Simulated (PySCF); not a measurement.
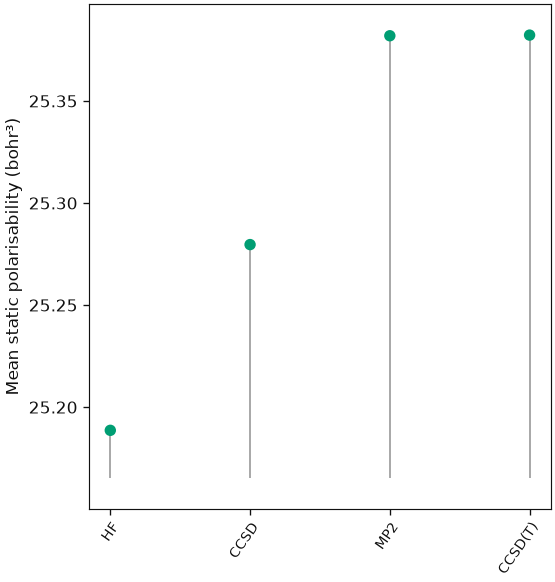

The mean static polarisability of neutral selenium ([Ar] 3d¹⁰ 4s² 4p⁴) across levels of theory. Finite fields; PySCF, def2-TZVPPD, non-relativistic, unrestricted single determinants, no spin-orbit coupling. 28 core electrons frozen.

Summarise the spread and list the values.

The values run from 25.189 bohr³ (HF) to 25.382 bohr³ (MP2 and CCSD(T)). The recommended value is 28.9 ± 1 bohr³, off the plot; all methods lie below it by about 3.6 bohr³, far more than they differ, so the miss comes from what they share.

```json
{"Method": "HF", "Mean static polarisability (bohr³)": "25.189"}
{"Method": "MP2", "Mean static polarisability (bohr³)": "25.382"}
{"Method": "CCSD", "Mean static polarisability (bohr³)": "25.280"}
{"Method": "CCSD(T)", "Mean static polarisability (bohr³)": "25.382"}
```
